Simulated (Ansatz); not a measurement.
## Molecular dynamics, with input and output: SiN2H5OF (part 2 of 2)

The same run, continued: SiN2H5OF; RKS BLYP-d3bjatm/6-31G* (Ansatz 0.2.0). The geometry comes from this level: PBE0-D4/def2-TZVP.

Geometry of the input (Å):
```
N  -0.4158  1.4954  -0.0248
Si 0.0634  -0.0964  -0.2983
N  -0.4887  -1.0651  0.9778
O  1.6710  0.0226  -0.5851
F  -0.5539  -0.8271  -1.5866
H  -1.3283  1.7231  0.3273
H  0.0466  2.2720  -0.4641
H  -0.7412  -2.0271  0.8311
H  -0.2389  -0.8737  1.9325
H  2.0688  -0.6749  -1.1069
```

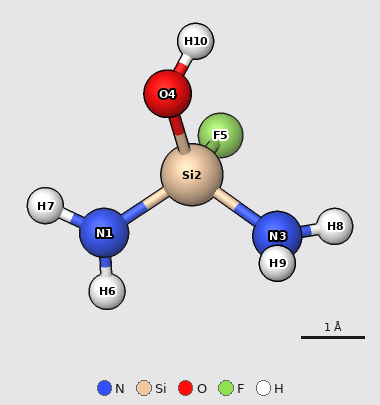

The geometry at step 20 of the log (ball-and-stick view, seen on its broad side; atoms are numbered from 1 in the order of the input).

**Trajectory as extended XYZ, continued**
```
10
Properties=species:S:1:pos:R:3:forces:R:3 step=10 time_fs=5.0 energy=-15705.21198 temperature=181.5
N    -0.4053    1.4988   -0.0421    0.1895   1.1702  -0.0443
Si    0.0640   -0.0918   -0.2936    0.5125  -0.5519  -0.3610
N    -0.5065   -1.0693    0.9650   -0.3854  -1.3763   2.2501
O     1.6975    0.0093   -0.5838    0.6733  -0.1893  -0.3121
F    -0.5763   -0.8226   -1.5763   -0.3129  -0.3896  -0.8413
H    -1.3258    1.7077    0.3392    0.0806   0.2388  -0.1094
H     0.0730    2.2652   -0.5497   -0.5405  -0.4199   0.4664
H    -0.7822   -2.0699    0.9215    0.1649   0.7657  -0.6730
H    -0.2197   -0.9378    1.9546   -0.0396   0.4137  -0.7075
H     2.0867   -0.6975   -1.1540   -0.3423   0.3387   0.3320
10
Properties=species:S:1:pos:R:3:forces:R:3 step=11 time_fs=5.5 energy=-15705.22467 temperature=198.3
N    -0.4039    1.5014   -0.0441   -0.1610   0.3412   0.3900
Si    0.0637   -0.0919   -0.2933    0.5695  -0.5471  -0.3809
N    -0.5084   -1.0704    0.9648   -0.4360  -1.4142   2.0269
O     1.7010    0.0074   -0.5838    0.4681  -0.0296  -0.1638
F    -0.5789   -0.8226   -1.5757   -0.2953  -0.3707  -0.8283
H    -1.3216    1.7072    0.3387   -0.0189   0.2560  -0.0641
H     0.0615    2.2487   -0.5429   -0.0695   0.3390  -0.0227
H    -0.7855   -2.0718    0.9236    0.1759   0.8061  -0.6895
H    -0.2177   -0.9401    1.9469    0.0204   0.4470  -0.4696
H     2.0871   -0.6932   -1.1548   -0.2530   0.1722   0.2019
10
Properties=species:S:1:pos:R:3:forces:R:3 step=12 time_fs=6.0 energy=-15705.21203 temperature=177.3
N    -0.4025    1.5037   -0.0460   -0.6047  -0.5943   0.9206
Si    0.0633   -0.0919   -0.2933    0.6227  -0.5551  -0.3869
N    -0.5104   -1.0717    0.9650   -0.4778  -1.3453   1.6934
O     1.7043    0.0056   -0.5837    0.2531   0.1491   0.0029
F    -0.5815   -0.8228   -1.5750   -0.2794  -0.3539  -0.8198
H    -1.3179    1.7065    0.3381   -0.1069   0.2674  -0.0220
H     0.0495    2.2328   -0.5353    0.4784   1.2183  -0.6025
H    -0.7881   -2.0712    0.9245    0.1599   0.7471  -0.6989
H    -0.2163   -0.9408    1.9370    0.1057   0.4810  -0.1390
H     2.0872   -0.6891   -1.1544   -0.1511  -0.0142   0.0521
10
Properties=species:S:1:pos:R:3:forces:R:3 step=13 time_fs=6.5 energy=-15705.17857 temperature=146.6
N    -0.4013    1.5058   -0.0475   -1.0449  -1.5024   1.4512
Si    0.0631   -0.0918   -0.2933    0.6602  -0.5710  -0.3754
N    -0.5124   -1.0734    0.9656   -0.4989  -1.1559   1.2749
O     1.7076    0.0041   -0.5837    0.0562   0.3091   0.1550
F    -0.5839   -0.8230   -1.5744   -0.2643  -0.3389  -0.8133
H    -1.3147    1.7060    0.3378   -0.1814   0.2752   0.0140
H     0.0389    2.2197   -0.5288    1.0086   2.0750  -1.1754
H    -0.7905   -2.0680    0.9233    0.1184   0.5867  -0.6917
H    -0.2150   -0.9391    1.9263    0.2045   0.5041   0.2454
H     2.0874   -0.6859   -1.1538   -0.0584  -0.1821  -0.0847
10
Properties=species:S:1:pos:R:3:forces:R:3 step=14 time_fs=7.0 energy=-15705.14588 temperature=120.9
N    -0.4004    1.5079   -0.0486   -1.3318  -2.1612   1.8232
Si    0.0629   -0.0918   -0.2935    0.6792  -0.5896  -0.3537
N    -0.5147   -1.0754    0.9666   -0.4869  -0.8597   0.8370
O     1.7108    0.0029   -0.5836   -0.1223   0.4505   0.2917
F    -0.5862   -0.8233   -1.5739   -0.2464  -0.3226  -0.8023
H    -1.3117    1.7059    0.3387   -0.2482   0.2835   0.0450
H     0.0312    2.2126   -0.5253    1.3769   2.6752  -1.5827
H    -0.7923   -2.0632    0.9204    0.0570   0.3466  -0.6681
H    -0.2130   -0.9350    1.9161    0.2978   0.5094   0.6180
H     2.0875   -0.6831   -1.1534    0.0246  -0.3320  -0.2082
10
Properties=species:S:1:pos:R:3:forces:R:3 step=15 time_fs=7.5 energy=-15705.13566 temperature=129.1
N    -0.3997    1.5097   -0.0494   -1.3621  -2.4145   1.9262
Si    0.0628   -0.0916   -0.2939    0.6890  -0.6169  -0.3262
N    -0.5172   -1.0778    0.9677   -0.4316  -0.4758   0.4531
O     1.7138    0.0019   -0.5834   -0.2774   0.5639   0.4038
F    -0.5887   -0.8237   -1.5736   -0.2278  -0.3059  -0.7917
H    -1.3085    1.7060    0.3400   -0.3236   0.2971   0.0780
H     0.0272    2.2123   -0.5256    1.4931   2.8665  -1.7193
H    -0.7946   -2.0573    0.9159   -0.0160   0.0532  -0.6284
H    -0.2094   -0.9287    1.9071    0.3649   0.4865   0.9131
H     2.0880   -0.6815   -1.1525    0.0915  -0.4543  -0.3086
10
Properties=species:S:1:pos:R:3:forces:R:3 step=16 time_fs=8.0 energy=-15705.15387 temperature=148.6
N    -0.3989    1.5113   -0.0499   -1.1106  -2.2458   1.7391
Si    0.0626   -0.0912   -0.2943    0.6962  -0.6624  -0.3062
N    -0.5198   -1.0802    0.9689   -0.3346  -0.0344   0.1598
O     1.7167    0.0009   -0.5831   -0.3978   0.6307   0.4746
F    -0.5912   -0.8241   -1.5734   -0.2070  -0.2859  -0.7761
H    -1.3049    1.7055    0.3407   -0.4308   0.3235   0.1231
H     0.0270    2.2184   -0.5297    1.3520   2.6335  -1.5726
H    -0.7979   -2.0509    0.9094   -0.0923  -0.2625  -0.5743
H    -0.2040   -0.9208    1.8997    0.3956   0.4314   1.1004
H     2.0892   -0.6811   -1.1517    0.1292  -0.5281  -0.3678
10
Properties=species:S:1:pos:R:3:forces:R:3 step=17 time_fs=8.5 energy=-15705.19516 temperature=179.1
N    -0.3982    1.5127   -0.0502   -0.6280  -1.6803   1.2901
Si    0.0623   -0.0905   -0.2948    0.7095  -0.7153  -0.2915
N    -0.5225   -1.0826    0.9702   -0.2006   0.4049   0.0083
O     1.7195    0.0000   -0.5826   -0.4901   0.6584   0.5115
F    -0.5937   -0.8246   -1.5734   -0.1858  -0.2649  -0.7566
H    -1.3015    1.7051    0.3413   -0.5422   0.3558   0.1683
H     0.0306    2.2310   -0.5374    0.9780   2.0050  -1.1601
H    -0.8012   -2.0455    0.9010   -0.1569  -0.5437  -0.5094
H    -0.1971   -0.9127    1.8954    0.3747   0.3409   1.1325
H     2.0912   -0.6805   -1.1523    0.1415  -0.5609  -0.3931
10
Properties=species:S:1:pos:R:3:forces:R:3 step=18 time_fs=9.0 energy=-15705.24184 temperature=237.6
N    -0.3975    1.5140   -0.0502   -0.0722  -0.8505   0.7054
Si    0.0618   -0.0901   -0.2953    0.7386  -0.7473  -0.2733
N    -0.5252   -1.0846    0.9718   -0.0376   0.7830   0.0290
O     1.7223   -0.0008   -0.5818   -0.5498   0.6297   0.5020
F    -0.5960   -0.8249   -1.5735   -0.1702  -0.2503  -0.7425
H    -1.2994    1.7051    0.3431   -0.5854   0.3769   0.1823
H     0.0369    2.2497   -0.5483    0.4590   1.1197  -0.5782
H    -0.8049   -2.0417    0.8903   -0.1913  -0.7295  -0.4293
H    -0.1881   -0.9049    1.8949    0.2878   0.2063   0.9765
H     2.0938   -0.6802   -1.1542    0.1212  -0.5379  -0.3719
10
Properties=species:S:1:pos:R:3:forces:R:3 step=19 time_fs=9.5 energy=-15705.26887 temperature=269.9
N    -0.3967    1.5152   -0.0502    0.3980   0.0194   0.1494
Si    0.0612   -0.0899   -0.2958    0.7733  -0.7707  -0.2524
N    -0.5281   -1.0866    0.9737    0.1496   1.1127   0.1646
O     1.7252   -0.0016   -0.5808   -0.5637   0.5190   0.4232
F    -0.5982   -0.8252   -1.5737   -0.1561  -0.2382  -0.7277
H    -1.2987    1.7058    0.3462   -0.5445   0.3792   0.1593
H     0.0439    2.2721   -0.5609   -0.0601   0.2084   0.0144
H    -0.8093   -2.0396    0.8782   -0.1984  -0.8322  -0.3369
H    -0.1777   -0.8972    1.8974    0.1477   0.0357   0.6872
H     2.0973   -0.6816   -1.1571    0.0542  -0.4333  -0.2811
10
Properties=species:S:1:pos:R:3:forces:R:3 step=20 time_fs=10.0 energy=-15705.26654 temperature=255.7
N    -0.3958    1.5162   -0.0503    0.6707   0.7637  -0.2583
Si    0.0606   -0.0897   -0.2963    0.8008  -0.8029  -0.2229
N    -0.5310   -1.0889    0.9759    0.3473   1.3848   0.3631
O     1.7280   -0.0023   -0.5796   -0.5390   0.3473   0.2897
F    -0.6004   -0.8254   -1.5741   -0.1421  -0.2262  -0.7120
H    -1.2995    1.7075    0.3504   -0.4061   0.3579   0.0929
H     0.0506    2.2939   -0.5729   -0.4786  -0.5506   0.5016
H    -0.8147   -2.0392    0.8668   -0.1777  -0.8504  -0.2374
H    -0.1666   -0.8889    1.9021   -0.0288  -0.1563   0.3202
H     2.1009   -0.6848   -1.1607   -0.0465  -0.2673  -0.1369
10
Properties=species:S:1:pos:R:3:forces:R:3 step=21 time_fs=10.5 energy=-15705.24136 temperature=241.0
N    -0.3946    1.5176   -0.0506    0.7374   1.3354  -0.5016
Si    0.0600   -0.0898   -0.2969    0.8176  -0.8182  -0.1941
N    -0.5339   -1.0908    0.9782    0.5243   1.5368   0.5943
O     1.7307   -0.0027   -0.5785   -0.5064   0.1653   0.1463
F    -0.6027   -0.8259   -1.5745   -0.1261  -0.2124  -0.6917
H    -1.3023    1.7101    0.3559   -0.1645   0.3133  -0.0217
H     0.0566    2.3131   -0.5839   -0.7884  -1.1253   0.8680
H    -0.8207   -2.0410    0.8564   -0.1205  -0.7505  -0.1319
H    -0.1547   -0.8811    1.9083   -0.2244  -0.3514  -0.0821
H     2.1040   -0.6887   -1.1642   -0.1489  -0.0929   0.0146
10
Properties=species:S:1:pos:R:3:forces:R:3 step=22 time_fs=11.0 energy=-15705.20319 temperature=209.4
N    -0.3931    1.5193   -0.0508    0.6764   1.7287  -0.6218
Si    0.0595   -0.0902   -0.2974    0.8249  -0.8086  -0.1762
N    -0.5371   -1.0923    0.9804    0.6497   1.5603   0.7746
O     1.7333   -0.0032   -0.5774   -0.4816  -0.0006   0.0173
F    -0.6050   -0.8267   -1.5754   -0.1061  -0.1941  -0.6614
H    -1.3058    1.7131    0.3621    0.1119   0.2590  -0.1541
H     0.0609    2.3292   -0.5932   -0.9986  -1.5286   1.1232
H    -0.8269   -2.0447    0.8455   -0.0319  -0.5498  -0.0172
H    -0.1432   -0.8747    1.9142   -0.4055  -0.5301  -0.4348
H     2.1069   -0.6931   -1.1668   -0.2391   0.0637   0.1504
10
Properties=species:S:1:pos:R:3:forces:R:3 step=23 time_fs=11.5 energy=-15705.16508 temperature=184.4
N    -0.3914    1.5210   -0.0511    0.5313   1.9675  -0.6440
Si    0.0590   -0.0907   -0.2980    0.8258  -0.8000  -0.1561
N    -0.5402   -1.0937    0.9828    0.7085   1.4709   0.8326
O     1.7358   -0.0035   -0.5767   -0.4644  -0.1566  -0.1017
F    -0.6073   -0.8276   -1.5763   -0.0847  -0.1741  -0.6270
H    -1.3090    1.7163    0.3682    0.3752   0.2007  -0.2803
H     0.0624    2.3408   -0.5999   -1.1106  -1.7700   1.2713
H    -0.8334   -2.0500    0.8341    0.0815  -0.2703   0.1060
H    -0.1324   -0.8704    1.9181   -0.5448  -0.6767  -0.6751
H     2.1089   -0.6981   -1.1688   -0.3178   0.2085   0.2744
10
Properties=species:S:1:pos:R:3:forces:R:3 step=24 time_fs=12.0 energy=-15705.13687 temperature=163.4
N    -0.3893    1.5228   -0.0514    0.3281   2.0731  -0.5883
Si    0.0584   -0.0912   -0.2986    0.8312  -0.7953  -0.1281
N    -0.5432   -1.0948    0.9855    0.7151   1.2972   0.8015
O     1.7384   -0.0036   -0.5759   -0.4669  -0.2887  -0.1994
F    -0.6097   -0.8284   -1.5772   -0.0648  -0.1549  -0.5944
H    -1.3112    1.7203    0.3737    0.6058   0.1380  -0.3895
H     0.0608    2.3475   -0.6037   -1.1322  -1.8666   1.3221
H    -0.8398   -2.0567    0.8237    0.2084   0.0563   0.2277
H    -0.1221   -0.8687    1.9204   -0.6460  -0.7864  -0.8269
H     2.1100   -0.7025   -1.1707   -0.3786   0.3273   0.3754
10
Properties=species:S:1:pos:R:3:forces:R:3 step=25 time_fs=12.5 energy=-15705.12469 temperature=152.9
N    -0.3870    1.5246   -0.0518    0.1164   2.0434  -0.4833
Si    0.0577   -0.0918   -0.2990    0.8413  -0.7870  -0.1006
N    -0.5461   -1.0957    0.9884    0.6845   1.0883   0.7046
O     1.7410   -0.0040   -0.5751   -0.4956  -0.3787  -0.2616
F    -0.6120   -0.8292   -1.5781   -0.0449  -0.1350  -0.5596
H    -1.3119    1.7249    0.3777    0.7710   0.0795  -0.4657
H     0.0569    2.3491   -0.6047   -1.0772  -1.8322   1.2865
H    -0.8451   -2.0637    0.8150    0.3284   0.3725   0.3359
H    -0.1131   -0.8698    1.9212   -0.7065  -0.8552  -0.8975
H     2.1114   -0.7055   -1.1720   -0.4175   0.4044   0.4413
10
Properties=species:S:1:pos:R:3:forces:R:3 step=26 time_fs=13.0 energy=-15705.13318 temperature=160.4
N    -0.3846    1.5264   -0.0522   -0.0898   1.8601  -0.3264
Si    0.0570   -0.0925   -0.2994    0.8520  -0.7779  -0.0708
N    -0.5488   -1.0965    0.9917    0.6223   0.8957   0.5141
O     1.7437   -0.0049   -0.5743   -0.5610  -0.4033  -0.2681
F    -0.6143   -0.8299   -1.5791   -0.0253  -0.1147  -0.5234
H    -1.3105    1.7293    0.3809    0.8568   0.0324  -0.5026
H     0.0505    2.3459   -0.6022   -0.9452  -1.6573   1.1563
H    -0.8487   -2.0700    0.8076    0.4253   0.6291   0.4239
H    -0.1053   -0.8735    1.9193   -0.7122  -0.8818  -0.8554
H     2.1129   -0.7073   -1.1718   -0.4229   0.4177   0.4524
10
Properties=species:S:1:pos:R:3:forces:R:3 step=27 time_fs=13.5 energy=-15705.15779 temperature=176.2
N    -0.3825    1.5285   -0.0528   -0.2828   1.5097  -0.1170
Si    0.0564   -0.0932   -0.2998    0.8639  -0.7637  -0.0331
N    -0.5516   -1.0972    0.9951    0.5457   0.7587   0.2543
O     1.7464   -0.0060   -0.5736   -0.6648  -0.3590  -0.2156
F    -0.6162   -0.8305   -1.5801   -0.0079  -0.0958  -0.4890
H    -1.3066    1.7333    0.3833    0.8523   0.0016  -0.4950
H     0.0419    2.3386   -0.5966   -0.7343  -1.3342   0.9258
H    -0.8514   -2.0741    0.8009    0.4906   0.7970   0.4907
H    -0.0988   -0.8793    1.9151   -0.6716  -0.8767  -0.7254
H     2.1139   -0.7080   -1.1698   -0.3910   0.3623   0.4043
10
Properties=species:S:1:pos:R:3:forces:R:3 step=28 time_fs=14.0 energy=-15705.18961 temperature=211.3
N    -0.3807    1.5308   -0.0535   -0.4773   0.9861   0.1541
Si    0.0557   -0.0938   -0.3004    0.8710  -0.7328   0.0172
N    -0.5545   -1.0976    0.9987    0.4575   0.6864  -0.0623
O     1.7490   -0.0073   -0.5729   -0.8051  -0.2497  -0.1072
F    -0.6180   -0.8309   -1.5815    0.0091  -0.0782  -0.4528
H    -1.3014    1.7374    0.3836    0.7732  -0.0186  -0.4473
H     0.0317    2.3282   -0.5884   -0.4433  -0.8578   0.5889
H    -0.8530   -2.0754    0.7951    0.5182   0.8615   0.5297
H    -0.0941   -0.8878    1.9096   -0.5830  -0.8372  -0.5183
H     2.1138   -0.7078   -1.1658   -0.3202   0.2403   0.2980
10
Properties=species:S:1:pos:R:3:forces:R:3 step=29 time_fs=14.5 energy=-15705.21529 temperature=231.8
N    -0.3793    1.5333   -0.0543   -0.6699   0.2756   0.4899
Si    0.0551   -0.0946   -0.3012    0.8745  -0.6877   0.0810
N    -0.5570   -1.0979    1.0027    0.3357   0.6543  -0.4609
O     1.7516   -0.0086   -0.5721   -0.9759  -0.0852   0.0469
F    -0.6196   -0.8313   -1.5831    0.0265  -0.0615  -0.4136
H    -1.2949    1.7411    0.3822    0.6146  -0.0233  -0.3581
H     0.0206    2.3157   -0.5783   -0.0718  -0.2192   0.1416
H    -0.8530   -2.0744    0.7910    0.5124   0.8433   0.5392
H    -0.0917   -0.8989    1.9028   -0.4291  -0.7579  -0.2095
H     2.1130   -0.7070   -1.1603   -0.2170   0.0616   0.1436
10
Properties=species:S:1:pos:R:3:forces:R:3 step=30 time_fs=15.0 energy=-15705.21962 temperature=225.4
N    -0.3785    1.5357   -0.0550   -0.7963  -0.5610   0.8351
Si    0.0546   -0.0953   -0.3021    0.8783  -0.6331   0.1475
N    -0.5592   -1.0976    1.0070    0.1823   0.6406  -0.9092
O     1.7542   -0.0098   -0.5715   -1.1460   0.0827   0.2018
F    -0.6211   -0.8318   -1.5849    0.0445  -0.0452  -0.3708
H    -1.2862    1.7441    0.3796    0.3450  -0.0016  -0.2138
H     0.0095    2.3030   -0.5683    0.3445   0.5168  -0.3716
H    -0.8520   -2.0718    0.7881    0.4848   0.7757   0.5273
H    -0.0910   -0.9117    1.8958   -0.2260  -0.6538   0.1670
H     2.1116   -0.7063   -1.1550   -0.1110  -0.1211  -0.0134
```

**Results in brief**

```csv
quantity,value
outcome,finished
mean temperature over the second half,199 K
trajectory,"30 steps, 15 fs"
ensemble,nvt_langevin
temperature in the input,300 K
time step,0.5 fs
potential energy (last step),−15705.2199 eV
mean-field energy (last step),−15704.8291 eV
dispersion energy (last step),−0.3908 eV
SCF solution under orbital rotations (last step),stable
largest force (length of the vector) (last step),1.283 eV/Å
dipole moment (last step),0.74 D
hardware,"4 threads of Arm Neoverse V1, 23 GiB of memory available, shared host"
wall time,26 s (CPU time 94 s)
peak memory,0.42 GiB
```

**Notes**

So short a trajectory is not equilibrated. The logged temperature at the start can lie below the typed one, since it is counted over all degrees of freedom. The temperature stays far from the 300 K of the thermostat over the second half: the run isn't equilibrated.
